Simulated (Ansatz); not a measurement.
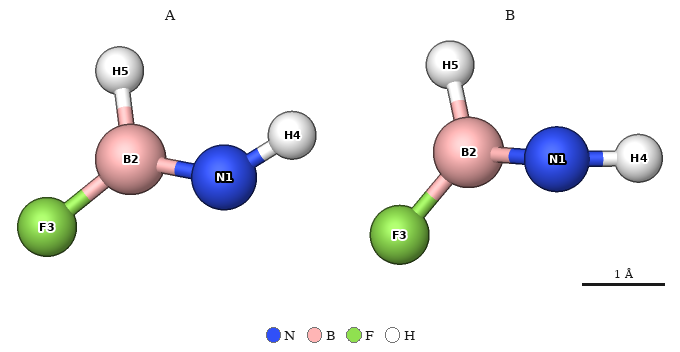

Two geometries of BNH₂F (multiplicity 2), drawn at one scale. One is the start of a relaxation, the other its converged end. A ball-and-stick model, seen at a tilt.

Method: UKS PBE0-D4/def2-SVP (Ansatz 0.2.0). Settings: collinear spin; force threshold 0.02 eV/Å; at most 50 steps.

Q: Which of the two is the end point?

A: Structure B is the relaxed one. The run prepares an end point of a later path (hydrogen shift) calculation, from a guessed geometry. The largest move after the best rigid fit is that of N1, 0.34 Å. Largest moves by element: N 0.34 Å, H 0.32 Å, F 0.19 Å, B 0.09 Å. Among the contacts that change: N1–B2 1.326 → 1.398 Å, N1–H4 0.998 → 1.017 Å, B2–H5 1.201 → 1.216 Å. Bond angles that change, for instance: B2–N1–H4 136.5° → 130.0°, N1–B2–F3 128.3° → 122.3°, F3–B2–H5 115.4° → 119.3°. Groups turn about N1–B2 by about 70°. After 14 accepted moves (18 points after the start) the energy has fallen by 16.4 kJ/mol. The largest force component goes from 2.2 to 0.0079 eV/Å. The line search rejected the trial steps at points 5, 9, 11, 14 of the run.
